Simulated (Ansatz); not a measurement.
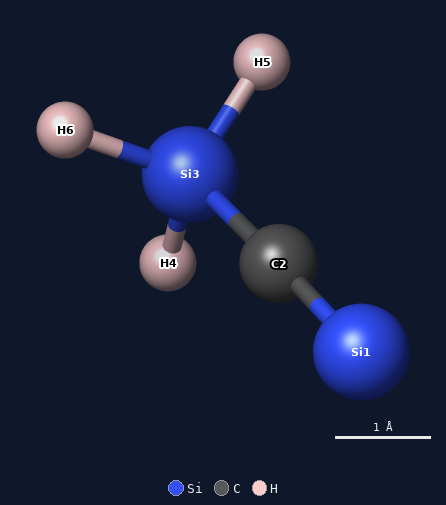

**Figure 1.** The structure as given in the input (ball-and-stick view, seen at a tilt; atoms are numbered from 1 in the order of the input). Bond lengths as drawn: C–Si 1.69 to 1.83 Å and H–Si 1.49 Å.

## CH3Si2: a changed input and its effect

System: CH3Si2, multiplicity 2.
Method of run 1: UKS wB97M-V/def2-TZVPP (Ansatz 0.2.0).

The geometry comes from this level: PBE0-D4/def2-TZVP. Text and figures count atoms from 1; the logs count them from 0 in places.

## Input file, run 1
```yaml
crystal:
  periodic: [false, false, false]
  atoms:
    - {symbol: Si, position_ang: [0.761613, -2.558883, 1.093761]}
    - {symbol: C, position_ang: [0.351053, -1.036828, 0.472867]}
    - {symbol: Si, position_ang: [-0.152796, 0.570138, -0.231833]}
    - {symbol: H, position_ang: [-1.379057, 0.312444, -1.038856]}
    - {symbol: H, position_ang: [0.893511, 1.145039, -1.119710]}
    - {symbol: H, position_ang: [-0.474334, 1.568089, 0.823761]}
basis:
  gaussian: {orbitals: def2-TZVPP}
magnetization: {spin_polarized: true, initial_magnetization: 1}
hamiltonian: {xc: {name: wB97M-V}}
```

Launched with:
```bash
ansatz run in.yaml --threads 2 --pin off --events-out ev --progress --plain --max-ram 4352MiB
```

Hardware: 2 threads of Arm Neoverse V1, 23 GiB of memory available, shared host.

## Output (run 1)
```
Functional definition: wB97M-V
  parameter omega = 0.3/bohr
  parameter cx = 0.15
  parameter cx01 = 1.007
  parameter cx10 = 0.259
  parameter css00 = 0.443
  parameter css04 = -1.437
  parameter css10 = -4.535
  parameter css20 = -3.390
  parameter css43 = 4.278
  parameter cos00 = 1.000
  parameter cos10 = 1.358
  parameter cos20 = 2.924
  parameter cos21 = -8.812
  parameter cos60 = -1.390
  parameter cos61 = 9.142
  parameter b = 6.0
  parameter c = 0.01
  gx(w, u) = 1 - cx + cx01*u + cx10*w
  gss(w, u) = css00 + css04*u^4 + css10*w + css20*w^2 + css43*w^4*u^3
  gos(w, u) = cos00 + cos10*w + (cos20 + cos21*u)*w^2 + (cos60 + cos61*u)*w^6
  exchange = spin_sum(e_x_unif_sr(omega)*gx(b97_w, b97_u_x)) + cx*exact_x_sr(omega) + exact_x_lr(omega)
  correlation = spin_sum(e_c_pw_mod_same_spin*gss(b97_w, b97_u_same))
      + integral(e_c_pw_mod_opposite_spin*gos(b97_w_opposite, b97_u_opposite)) + vv10(b, c)
939 factors; their error is unknown
206 factors; integrals over basis functions are off by at most 8.2e-5 eV
mean field evaluation 1: about -16832.0199 eV, gradient 2.9e1 eV
mean field evaluation 2: about -16829.8156 eV, gradient 3.4e1 eV
mean field evaluation 4: about -16836.4317 eV, gradient 1.0e0 eV
mean field evaluation 8: about -16836.4528 eV, gradient 7.2e-2 eV
mean field evaluation 16: about -16836.4599 eV, gradient 2.1e-3 eV
mean field evaluation 32: about -16836.4445 eV, gradient 4.8e-2 eV
mean field -16836.45989307 eV, -618.7284889079 hartree, gradient 8.3e-6 eV, S^2 0.755905; 2 other end points of the search recorded, 0 dependent functions left out
reference -16836.45993970 eV, -618.7284906215 hartree; 19, 18 occupied and 138, 139 virtual orbitals, 939 factors
Total energy: -16836.45993970 eV, -618.7284906215 hartree
```

For run 2 the input was changed thus:
```diff
-    - {symbol: Si, position_ang: [0.761613, -2.558883, 1.093761]}
-    - {symbol: C, position_ang: [0.351053, -1.036828, 0.472867]}
-    - {symbol: Si, position_ang: [-0.152796, 0.570138, -0.231833]}
-    - {symbol: H, position_ang: [-1.379057, 0.312444, -1.038856]}
-    - {symbol: H, position_ang: [0.893511, 1.145039, -1.119710]}
-    - {symbol: H, position_ang: [-0.474334, 1.568089, 0.823761]}
+    - {symbol: Si, position_ang: [0.759798, -2.559744, 1.092439]}
+    - {symbol: C, position_ang: [0.351798, -1.036317, 0.473309]}
+    - {symbol: Si, position_ang: [-0.152672, 0.570403, -0.231728]}
+    - {symbol: H, position_ang: [-1.378887, 0.312184, -1.038617]}
+    - {symbol: H, position_ang: [0.893901, 1.145145, -1.119336]}
+    - {symbol: H, position_ang: [-0.473938, 1.568330, 0.823934]}
```

How does run 2 compare with run 1?

The energy is the same within 0.01 kcal/mol.

## Output (run 2)
```
Functional definition: wB97M-V
  parameter omega = 0.3/bohr
  parameter cx = 0.15
  parameter cx01 = 1.007
  parameter cx10 = 0.259
  parameter css00 = 0.443
  parameter css04 = -1.437
  parameter css10 = -4.535
  parameter css20 = -3.390
  parameter css43 = 4.278
  parameter cos00 = 1.000
  parameter cos10 = 1.358
  parameter cos20 = 2.924
  parameter cos21 = -8.812
  parameter cos60 = -1.390
  parameter cos61 = 9.142
  parameter b = 6.0
  parameter c = 0.01
  gx(w, u) = 1 - cx + cx01*u + cx10*w
  gss(w, u) = css00 + css04*u^4 + css10*w + css20*w^2 + css43*w^4*u^3
  gos(w, u) = cos00 + cos10*w + (cos20 + cos21*u)*w^2 + (cos60 + cos61*u)*w^6
  exchange = spin_sum(e_x_unif_sr(omega)*gx(b97_w, b97_u_x)) + cx*exact_x_sr(omega) + exact_x_lr(omega)
  correlation = spin_sum(e_c_pw_mod_same_spin*gss(b97_w, b97_u_same))
      + integral(e_c_pw_mod_opposite_spin*gos(b97_w_opposite, b97_u_opposite)) + vv10(b, c)
939 factors; their error is unknown
206 factors; integrals over basis functions are off by at most 8.2e-5 eV
mean field evaluation 1: about -16831.9952 eV, gradient 2.9e1 eV
mean field evaluation 2: about -16829.7507 eV, gradient 3.4e1 eV
mean field evaluation 4: about -16836.4297 eV, gradient 1.0e0 eV
mean field evaluation 8: about -16836.4524 eV, gradient 8.9e-2 eV
mean field evaluation 16: about -16836.4599 eV, gradient 2.6e-3 eV
mean field evaluation 32: about -16836.4599 eV, gradient 5.6e-6 eV
mean field -16836.45991636 eV, -618.7284897639 hartree, gradient 5.6e-6 eV, S^2 0.755907; 2 other end points of the search recorded, 0 dependent functions left out
reference -16836.45996299 eV, -618.7284914776 hartree; 19, 18 occupied and 138, 139 virtual orbitals, 939 factors
Total energy: -16836.45996299 eV, -618.7284914776 hartree
```

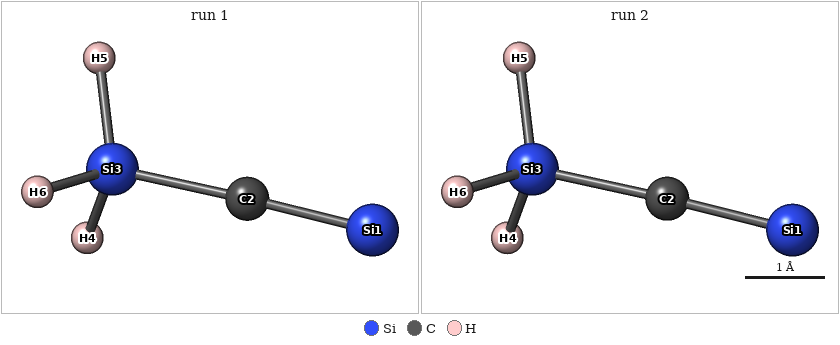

**Figure 2.** The two input geometries at one scale (ball-and-stick view, seen at a tilt). The atoms keep their places after the best rigid fit (all moves are under 0.005 Å).

## The two runs side by side

```csv
quantity,run 1,run 2
outcome,converged,converged
total energy (hartree),−618.728491,−618.728491
⟨S²⟩,0.756,0.756
basis functions,157,157
wall time (shared host),35 s,44 s
```
